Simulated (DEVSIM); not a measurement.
Device: In0.52Al0.48As/In0.53Ga0.47As n-p heterojunction, at 450 K.

```
layer (left to right)        material  thickness (μm)  Nd (cm⁻³)  Na (cm⁻³)  τn (s)  τp (s)
---------------------  --------------  --------------  ---------  ---------  ------  ------
1                      In0.52Al0.48As           0.320     3.1e17          -    2e-8    2e-8
2                      In0.53Ga0.47As           0.120          -     2.1e16    2e-8    2e-8
```

Left contact: ohmic. Right contact: ohmic. Voltage is applied to the left contact. Recombination: SRH at mid-gap. Mobility is μmin + (μ − μmin)/(1 + (N/Nref)^α).

This is a model device: material constants are rounded textbook-type values typed into the input, and sizes, dopings and lifetimes were drawn at random. Values at 300 K; Nc and Nv go as T^1.5, mobilities as T to minus their exponent, the gap by Varshni's rule with the affinity fixed.

```csv
parameter,In0.52Al0.48As,In0.53Ga0.47As
gap (eV),1.45,0.74
affinity (eV),4,4.51
permittivity,12.5,13.9
Nc (cm⁻³),5.1e17,2.1e17
Nv (cm⁻³),1.1e19,7.7e18
μn (cm²/Vs),4000,12000
μp (cm²/Vs),75,300
"μn,min",800,300
"μp,min",10,10
"Nref,n",3e16,1.3e17
"Nref,p",1e17,4.9e17
αn,1.1,0.48
αp,0.6,0.4
T exponent of μn,1.5,1.6
T exponent of μp,1.5,1.6
Varshni α (eV/K),0.00042,0.00035
Varshni β (K),180,190
```

DEVSIM, 1D drift-diffusion, Boltzmann statistics, complete ionisation; no tunnelling, impact ionisation, image-force lowering or self-heating. Band offsets follow the typed affinities; no thermionic-emission limit at abrupt steps, no polarisation charge.

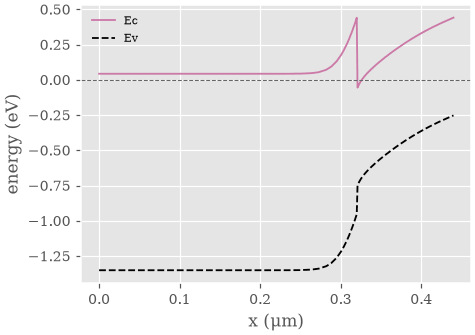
Figure. Band edges at zero bias

Energies count from the Fermi level of the right contact; mesh points crowd at the junctions.

```
x (μm)    Ec (eV)  Ev (eV)  n (cm⁻³)  p (cm⁻³)  field (V/cm)
--------  -------  -------  --------  --------  ------------
0.000       0.043   -1.351    3.1e17     15000           ≈ 0
0.003668    0.043   -1.351    3.1e17     15000           ≈ 0
0.009468    0.043   -1.351    3.1e17     15000           ≈ 0
0.02014     0.043   -1.351    3.1e17     15000           ≈ 0
0.04621     0.043   -1.351    3.1e17     15000           ≈ 0
0.08408     0.043   -1.351    3.1e17     15000           ≈ 0
0.1440      0.043   -1.351    3.1e17     15000           ≈ 0
0.2374      0.043   -1.351    3.1e17     15000           290
0.2726      0.054   -1.340    2.3e17     20000         12000
0.2949      0.131   -1.263    3.2e16    150000         69000
0.3077      0.255   -1.139    1.3e15   3500000        120000
0.3165      0.382   -1.012    5.0e13     9.4e7        160000
0.3199      0.440   -0.953    1.1e13     4.2e8        170000
0.3233     -0.026   -0.720    7.6e17    1.2e11        100000
0.3315      0.038   -0.655    1.4e17    6.5e11         64000
0.3431      0.102   -0.591    2.7e16    3.4e12         50000
0.3626      0.192   -0.502    2.7e15    3.4e13         42000
0.3891      0.294   -0.399    2.0e14    4.8e14         35000
0.4166      0.380   -0.313    2.1e13    4.4e15         28000
0.4283      0.412   -0.282    9.5e12    9.8e15         26000
0.4352      0.429   -0.264    6.0e12    1.5e16         25000
0.4400      0.441   -0.253    4.4e12    2.1e16         25000
```
